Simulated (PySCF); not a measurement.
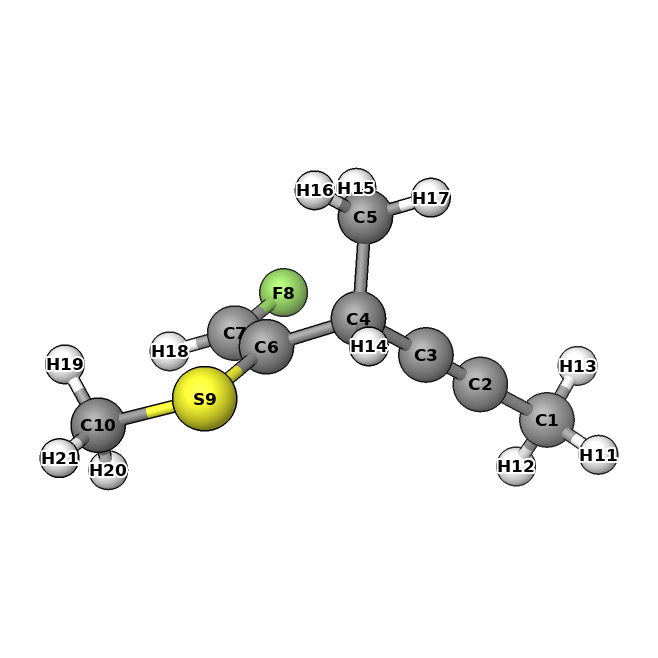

Computed geometry: GFN2-xTB optimisation. No frequency run is at hand to confirm it as a minimum. Electric field gradients from the ground-state density, PBE0/pcSseg-1 (PySCF 2.14.0), non-relativistic apart from any core potentials.

Give the largest field-gradient component, the quadrupole coupling constant and the asymmetry for 33S at S9 (Q = −67.81 mb), 2H at H11 (Q = 2.86 mb), 2H at H12 (Q = 2.86 mb), 2H at H13 (Q = 2.86 mb), 2H at H14 (Q = 2.86 mb).

```csv
atom,V_zz (a.u.),e²qQ/h (MHz),η
S9,−2.846,45.3,0.72
H11,0.309,0.208,0.02
H12,0.309,0.208,0.02
H13,0.309,0.208,0.02
H14,0.285,0.192,0.05
```
